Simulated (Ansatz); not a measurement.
# La2C (built on the sites of a database entry of Sc2C): the cell at rest

Task: relax La2C (built on the sites of a database entry of Sc2C) tightly.

Program: Ansatz 0.2.0. Level of theory: DFT PBEsol, scalar-relativistic, plane waves, norm-conserving pseudopotentials. Results are calculated unless marked as measured.

The structure was built from a prototype and need not be the compound's stable phase.

## (1) The starting structure

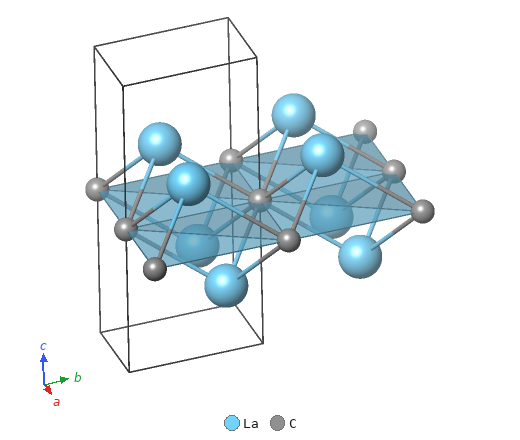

Start, viewed slightly off an axis; lanthanum blue, carbon grey. 2×2×1 cells are drawn. Some periodic images of atoms are drawn too.

## (2) Probe on a coarse mesh

A quick single point on a coarse mesh tells whether the cell has a gap and how far it is from rest, which sets the k mesh and smearing that follow.

The input, input.yaml:

```yaml
crystal:
  lattice:
    - [3.88151, 0.0, 0.0]
    - [-1.94075, 3.36149, 0.0]
    - [0.0, 0.0, 6.57998]
  atoms:
    - { symbol: La, position: [0.66666667, 0.33333333, 0.71756367] }
    - { symbol: La, position: [0.33333333, 0.66666667, 0.28243633] }
    - { symbol: C, position: [0.0, 0.0, 0.5] }
kpoints:
  mp_grid: { grid: [6, 6, 4] }
hamiltonian:
  xc: pbesol
  pseudopotentials: { kind: nc }
scf:
  occupations: { method: gaussian, width: 0.1 }
output:
  forces: true
  stress: true
  eigenvalues: true
```

Command:

```console
$ ansatz run input.yaml --threads 8 --pin off --max-ram 14336MiB --backend cpu --events-out ev --progress --plain --runs-dir out
```

Numbers of over 12 decimals in the logs are rounded to 6 here.

What it wrote:

```text
Engine: ansatz 0.2.0, aarch64-unknown-linux-gnu
Pseudopotentials: kind: nc
Pseudopotential: La, nc, valence charge 11, recommended cutoff 1496.626244 eV (normal), La.nc.azcp (PseudoDojo's, or run here from an input of PseudoDojo's: the run reads no file of this project's for it)
[...]
--- Band table (eV; the first three rows and the last of 24) ---
  k-point 0: bands = [... 9 lower, 7.1143, 8.3611, 8.3611, 8.6180, 11.2692, 11.4306, 11.7628, 11.7628]
  k-point 1: bands = [... 9 lower, 7.0071, 8.3406, 8.3406, 8.9451, 10.8333, 11.4860, 11.6730, 11.6730]
  k-point 2: bands = [... 9 lower, 6.9155, 8.3206, 8.3206, 9.4218, 10.3129, 11.4835, 11.5966, 11.5966]
  k-point 23: bands = [... 9 lower, 8.1817, 8.1817, 8.9702, 10.3673, 10.9872, 10.9872, 11.4797, 11.4798]
[key lines of the parts left out:]
SCF converged after 9 iterations
Free energy (F): -2074.497361 eV
Fermi energy:    10.074246 eV
P = ⅓ Tr σ = -5.1944 GPa (-51.944 kbar)
```

It took 10 s on 8 threads of Arm Neoverse N1, shared host; peak memory 0.98 GiB.

This step gave:

- pressure: -5.194 GPa
- volume per atom: 28.62 Å³
- gap on the k-mesh: 0 eV

The coarse mesh shows no gap and a pressure of -5.2 GPa.

## (3) Bringing the structure to rest, k-mesh 12×12×6

Harmonic phonons are second derivatives at a point where the forces vanish, and they are wanted at zero stress, so atoms and cell are relaxed first.

input.yaml, as its differences from that of step 2:

```diff
@@ -10,3 +10,3 @@
 kpoints:
-  mp_grid: { grid: [6, 6, 4] }
+  mp_grid: { grid: [12, 12, 6] }
 hamiltonian:
@@ -20 +20,10 @@
   eigenvalues: true
+  write_density: true
+  write_potential: true
+  elf: true
+  volumetric_format: npy
+relax:
+  adjacent_minimum: "off"
+  f_tol: 0.005
+  max_steps: 80
+  cell: { stress_tol: 0.05 }
```

What it wrote:

```text
[...]
Crystal: 3 atoms, lattice volume = 85.853 Å³
Basis set: ecut = 1496.626244 eV, 11333 PW (Γ), exchange–correlation on 100×100×180 points (8 copies of the dense FFT grid, shifted against one another)
Bands: 17, of which v1, the nominal top of the filled ones, is band 13 counted from 1 (12 counted from 0)
Symmetry: 12 space group operations
[...]
k-points: 100 of 864
[...]
SCF iter   1: F=—  HF=-2075.463694 eV  |F-HF|=—  |Δ(HF+E_count)|=         —  Δρ=3.83e-2  dr2=6.03e0  ethr=3.10e-3  ⟨swp⟩=19.7  Hψ=21568  notcnv=0
[...]
SCF iter   9: F=-2074.500242 eV  HF=-2074.500242 eV  |F-HF|=5.73e-8  |Δ(HF+E_count)|=   2.37e-8  Δρ=7.29e-6  dr2=7.82e-8  ethr=3.85e-10  ⟨swp⟩=61.7  Hψ=41250  notcnv=0
SCF 1 converged in 9 iterations: F = -2074.500242 eV  dr2 = 7.82e-8
relax step   1: F+E_penalty+E_count = -2074.50024218 eV  Δ(F+E_penalty+E_count) = +0.000e0 eV  max|allowed force component| = 5.627e-1 eV/Å  Δτ_max = 0.0000 Å  P = -5.322 GPa  Ω = 85.853 Å³  (9 SCF iters, dr2 threshold 1.00e-7 eV, accepted)
Crystal: 3 atoms, lattice volume = 77.194 Å³
Basis set: ecut = 1496.626244 eV, 10139 PW (Γ), exchange–correlation on 100×100×180 points (8 copies of the dense FFT grid, shifted against one another)
[...]
SCF iter   1: F=—  HF=-2074.872367 eV  |F-HF|=—  |Δ(HF+E_count)|=         —  Δρ=3.02e-2  dr2=2.80e0  ethr=3.10e-3  ⟨swp⟩=25.5  Hψ=28535  notcnv=0  defer=2
[...]
SCF iter   8: F=-2074.431650 eV  HF=-2074.431650 eV  |F-HF|=1.02e-7  |Δ(HF+E_count)|=   3.18e-7  Δρ=1.24e-5  dr2=1.64e-7  ethr=1.15e-9  ⟨swp⟩=42.7  Hψ=36045  notcnv=0
SCF 2 converged in 8 iterations: F = -2074.431650 eV  dr2 = 1.64e-7
  Residual-converged pass: ⟨swp⟩=1.1  Hψ=2117  notcnv=0  max |occ|·‖R‖ = 7.1e-9 eV (tolerance 1.0e-8 eV)  dr2=1.64e-7  max |Δocc| = 1.0e-10
relax step   2: F+E_penalty+E_count = -2074.43165040 eV  Δ(F+E_penalty+E_count) = +6.859e-2 eV  max|allowed force component| = 2.108e0 eV/Å  Δτ_max = 0.1393 Å  P = +5.890 GPa  Ω = 77.194 Å³  energy of the carried Pulay correction = +3.358e-4 eV  (8 SCF iters, dr2 threshold 3.00e-7 eV, rejected (line search))
Crystal: 3 atoms, lattice volume = 81.825 Å³
Basis set: ecut = 1496.626244 eV, 10751 PW (Γ), exchange–correlation on 100×100×180 points (8 copies of the dense FFT grid, shifted against one another)
SCF iter   1: F=—  HF=-2075.037298 eV  |F-HF|=—  |Δ(HF+E_count)|=         —  Δρ=3.04e-2  dr2=3.25e0  ethr=3.10e-3  ⟨swp⟩=24.3  Hψ=27141  notcnv=0  defer=7
[...]
SCF iter  11: F=-2074.646295 eV  HF=-2074.646295 eV  |F-HF|=2.27e-12  |Δ(HF+E_count)|=  5.72e-10  Δρ=7.54e-8  dr2=6.49e-12  ethr=1.00e-12  ⟨swp⟩=45.0  Hψ=29534  notcnv=0
SCF 3 converged in 11 iterations: F = -2074.646295 eV  dr2 = 6.49e-12
relax step   3: F+E_penalty+E_count = -2074.64629548 eV  Δ(F+E_penalty+E_count) = -1.461e-1 eV  max|allowed force component| = 2.928e-1 eV/Å  Δτ_max = 0.0058 Å  P = -2.980 GPa  Ω = 81.825 Å³  energy of the carried Pulay correction = +1.519e-4 eV  (11 SCF iters, accepted)
[...]
relax step   4: F+E_penalty+E_count = -2074.71716869 eV  Δ(F+E_penalty+E_count) = -7.087e-2 eV  max|allowed force component| = 2.820e-2 eV/Å  Δτ_max = 0.0181 Å  P = -0.283 GPa  Ω = 78.582 Å³  energy of the carried Pulay correction = +2.796e-4 eV  (8 SCF iters, dr2 threshold 3.00e-7 eV, accepted)
[...]
relax step   5: F+E_penalty+E_count = -2074.72443421 eV  Δ(F+E_penalty+E_count) = -7.266e-3 eV  max|allowed force component| = 8.430e-2 eV/Å  Δτ_max = 0.0061 Å  P = +0.004 GPa  Ω = 78.363 Å³  energy of the carried Pulay correction = +2.884e-4 eV  (6 SCF iters, dr2 threshold 3.00e-7 eV, accepted)
[...]
relax step   6: F+E_penalty+E_count = -2074.72524840 eV  Δ(F+E_penalty+E_count) = -8.142e-4 eV  max|allowed force component| = 4.972e-3 eV/Å  Δτ_max = 0.0106 Å  P = -0.003 GPa  Ω = 78.882 Å³  energy of the carried Pulay correction = +2.676e-4 eV  (6 SCF iters, dr2 threshold 3.00e-7 eV, accepted)
Basis set: ecut = 1496.626244 eV, 10441 PW (Γ), exchange–correlation on 96×96×180 points (8 copies of the dense FFT grid, shifted against one another)
[...]
SCF iter   1: F=—  HF=-2074.725025 eV  |F-HF|=—  |Δ(HF+E_count)|=         —  Δρ=2.77e-5  dr2=9.65e-8  ethr=2.54e-6  ⟨swp⟩=9.3  Hψ=31463  notcnv=0
eigensolver tolerance schedule: the retry pair's looser diagonalisation over-reported the residual by 6843.31 of it (diagonalisation noise at an unbounded share of the residual, at the tolerance the schedule requests for it); recorded, not acted on — ethr = c·dr2/N_el stays at c = 1.0e-1
[...]
SCF iter   2: F=—  HF=-2074.725045 eV  |F-HF|=—  |Δ(HF+E_count)|=   1.97e-5  Δρ=1.36e-5  dr2=2.66e-8  ethr=3.71e-10  ⟨swp⟩=8.1  Hψ=7000  notcnv=0
[...]
SCF iter   7: F=-2074.725045 eV  HF=-2074.725045 eV  |F-HF|=3.64e-12  |Δ(HF+E_count)|=  3.64e-12  Δρ=7.69e-8  dr2=4.13e-12  ethr=1.00e-12  ⟨swp⟩=13.0  Hψ=11682  notcnv=0
SCF 7 converged in 7 iterations: F = -2074.725045 eV  dr2 = 4.13e-12
relax step   7: F+E_penalty+E_count = -2074.72504504 eV  Δ(F+E_penalty+E_count) = +2.034e-4 eV  max|allowed force component| = 4.928e-3 eV/Å  Δτ_max = 0.0000 Å  P = -0.004 GPa  Ω = 78.882 Å³  stress off target by 1.42e-2 GPa  SCF on the basis re-selected at this cell (its energy is not comparable with the rows above)  (7 SCF iters)
basis re-selected at this cell: Δ(F+E_penalty+E_count) = +2.034e-4 eV, ΔP = -0.001 GPa vs the last step (what re-selecting the basis moved, of the pressure what is left beyond the Pulay correction that the steps carried, after the strain that the cell walked since its last selection, with what the two solves' SCF thresholds leave and, on support functions, any second-order correction that the steps lacked; it is no measure of the basis error at this ecutwfc). The dense FFT grid was sized anew with the basis: this SCF ran on 48×48×90 points, the steps before it on 50×50×90, so part of this shift can come from that change (see relax.cell in the input reference). [rest of the remark cut]
SCF converged after 7 iterations
Free energy (F): -2074.725045 eV
[...]
Internal energy: -2074.715504 eV  (E = F + TS)
E sigma→0 (E₀):  -2074.720274 eV
Entropy (-TS):   -0.009541 eV (-3.180 meV/atom)
Fermi energy:    11.108982 eV
[...]
--- Forces (eV/Å), atoms counted from 1 ---
  atom   1  La     0.00000000     0.00000000     0.00492838
  atom   2  La    -0.00000000    -0.00000000    -0.00492838
  atom   3  C      0.00000000     0.00000000     0.00000000
  max |Σ_I F_I| component: 1.11e-16 eV/Å
--- Stress (GPa, compression-positive) ---
       -0.013808       0.000000      -0.000000
        0.000000      -0.013808       0.000000
       -0.000000       0.000000       0.014228
  P = ⅓ Tr σ = -0.0045 GPa (-0.045 kbar)
--- Band table (eV; the first three rows and the last of 100) ---
  k-point 0: bands = [... 9 lower, 7.9257, 9.3050, 9.3050, 9.7256, 12.0136, 12.3420, 12.9971, 12.9971]
  k-point 1: bands = [... 9 lower, 7.8855, 9.2995, 9.2995, 9.8353, 11.8169, 12.4363, 12.9237, 12.9683]
  k-point 2: bands = [... 9 lower, 7.8096, 9.2884, 9.2884, 10.0927, 11.4866, 12.5063, 12.8804, 12.9161]
  k-point 99: bands = [... 9 lower, 9.0842, 9.0842, 9.8980, 11.5118, 12.3377, 12.3377, 12.5070, 12.7142]
--- Relaxed structure (6 steps of the walk, 5 accepted, 1 SCFs on fresh bases) ---
  F+E_penalty+E_count = -2074.72504504 eV   max|allowed force component| = 4.928e-3 eV/Å   (the final SCF, on the basis selected at the relaxed cell)
  cell:  # Å, volume = 78.8822 Å³
    - [3.660679, -2.7225134004318183e-6, -2.9722717356415273e-18]
    - [-1.830337, 3.170242, 2.972274288145921e-18]
    - [-5.0386239664882036e-18, 2.9090608962498896e-18, 6.797125]
  atoms:
    - { symbol: La, position: [0.666667, 0.333333, 0.711374] }
    - { symbol: La, position: [0.333333, 0.666667, 0.288626] }
    - { symbol: C, position: [0, 0, 0.500000] }
```

The job ended after 4.9 min (8 threads; peak memory 1.5 GiB).

Relaxation path:

```tsv
step	energy less that of the first step (eV)	largest force component (eV/Å)	pressure (GPa)	volume (Å³)
1	0.0000	0.5627	-5.32	85.85
2	0.0686	2.1082	5.89	77.19
3	-0.1461	0.2928	-2.98	81.83
4	-0.2169	0.0282	-0.28	78.58
5	-0.2242	0.0843	0.00	78.36
6	-0.2250	0.0050	0.00	78.88
7*	-0.2248	0.0049	0.00	78.88
```

Relaxation steps marked * repeat the geometry before them on a plane-wave basis chosen anew for their cell, so energy and pressure can jump there. Relaxation step 2 was tried and not accepted.

Forces are held to the 12 operations that the run works with; a distortion that breaks them can't arise in this run.

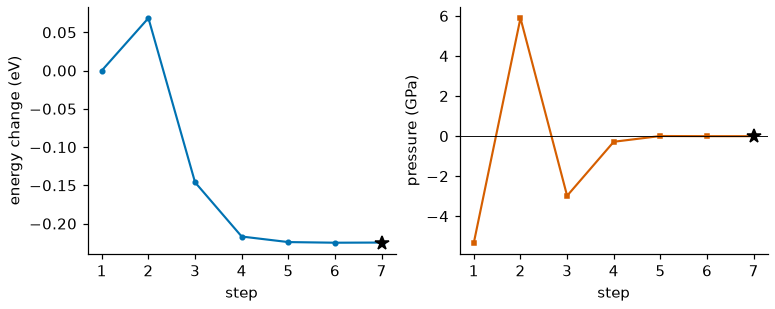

Energy and pressure along the relaxation. Stars mark steps on a basis chosen anew.

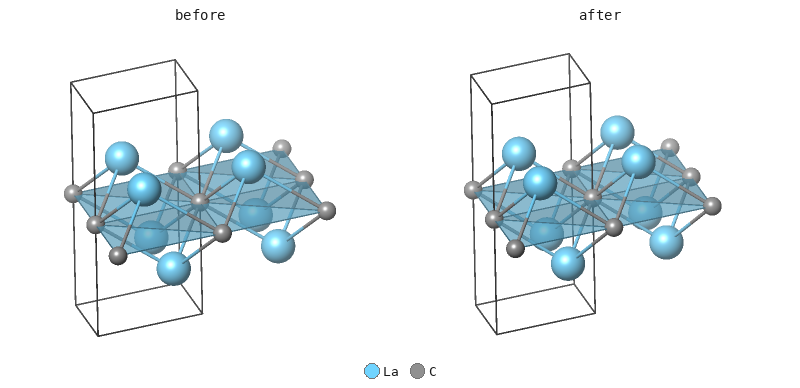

The structure before and after the relaxation, drawn at the same scale.

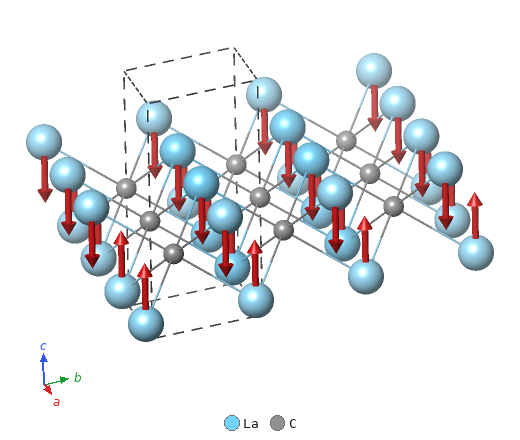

Displacements in the relaxation, exaggerated, measured against the changing cell; the longest in the cell stands for 0.04 Å. 2×2×1 cells are drawn. Some periodic images of atoms are drawn too.

```tsv
conventional cell, symmetrised	before	after	change
a (Å)	3.882	3.661	-5.7 %
b (Å)	3.882	3.661	-5.7 %
c (Å)	6.580	6.797	+3.3 %
volume (Å³/atom)	28.62	26.29	-8.1 %
```

The atoms that moved most (Å, as changes of fractional coordinates times the final cell):

```tsv
atom	dx	dy	dz	length
La1	0.000	0.000	-0.042	0.042
La2	0.000	0.000	0.042	0.042
```

Final coordinates:

```xyz
3
Lattice="3.6607 0.0000 0.0000 -1.8303 3.1702 0.0000 0.0000 0.0000 6.7971" Properties=species:S:1:pos:R:3 pbc="T T T"
La    1.8303    1.0567    4.8353
La    0.0000    2.1135    1.9618
C     0.0000    0.0000    3.3986
```

Numbers from this step:

```
pressure        : -0.004463 GPa
volume per atom : 26.29 Å³
```

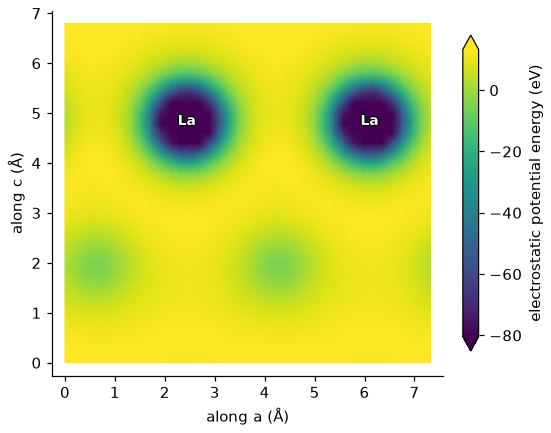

Electrostatic potential energy in the ac plane at fractional y = 0.333, with atoms of La within 0.2 Å of it. With pseudopotentials it is smooth inside the atoms' cores, unlike the true potential.

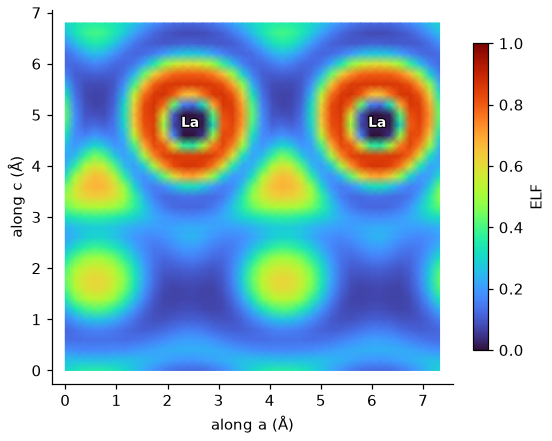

ELF in the ac plane at fractional y = 0.333, with atoms of La within 0.2 Å of it. It is the smooth field of the valence electrons, not physical close to the nuclei.

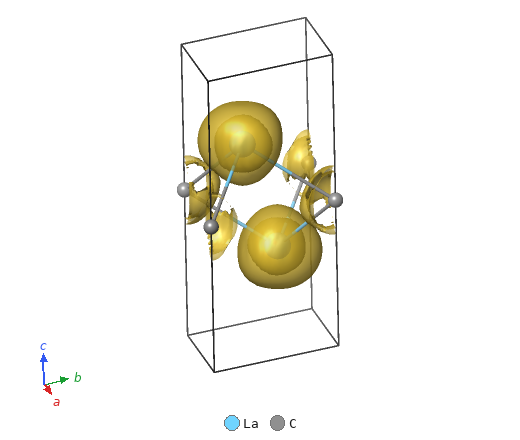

Surface of ELF = 0.8.

(Part 1 of 2 ends here.)

[Logs are printed without paths, hosts, clocks, repeated set-up lines and the standing remarks that a program may print on its own settings, such as how far it seeks lower states.]

[Hosts, paths, dates, database ids (printed as entryN), source tags and the programs' standing remarks are cut or masked in the printed files.]
